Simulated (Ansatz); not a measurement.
```
Ge Co
1.0
     6.22520    0.00000    0.00000
     0.00000    6.22520    0.00000
     0.00000    0.00000    6.22520
Ge Co
12 4
Direct
  0.25000 0.25000 0.25000
  0.75000 0.75000 0.25000
  0.75000 0.25000 0.75000
  0.25000 0.75000 0.75000
  0.75000 0.25000 0.25000
  0.25000 0.75000 0.25000
  0.25000 0.25000 0.75000
  0.75000 0.75000 0.75000
  0.50000 0.00000 0.00000
  0.00000 0.50000 0.00000
  0.00000 0.00000 0.50000
  0.50000 0.50000 0.50000
  0.00000 0.00000 0.00000
  0.50000 0.50000 0.00000
  0.50000 0.00000 0.50000
  0.00000 0.50000 0.50000
```

Space group Fm-3m; started from the BiF3 (D0_3) prototype, which need not be the ambient phase; computed without spin polarisation.

Computed with Ansatz, DFT PBEsol, scalar-relativistic, plane waves, PAW.

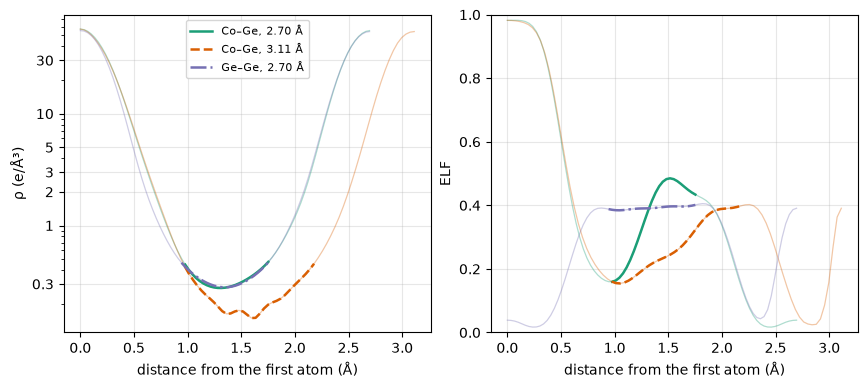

CoGe₃. Valence charge density (pseudo) and ELF along straight lines between neighbouring atoms. Thin, pale parts lie inside the atomic spheres.

Core electrons are frozen (PAW), and the valence fields are smoothed inside the atomic spheres.

Question: Compare the contacts.

Answer: Co–Ge (2.70 Å): the density is about 0.28 e/Å³ at the midpoint; the ELF is about 0.40 at the midpoint.
Co–Ge (3.11 Å): ρ is about 0.16 e/Å³ halfway; the ELF is about 0.25 at the midpoint: no shared electron pair shows on this line.
Ge–Ge (2.70 Å): ρ is about 0.28 e/Å³ halfway; the ELF is about 0.40 at the midpoint.
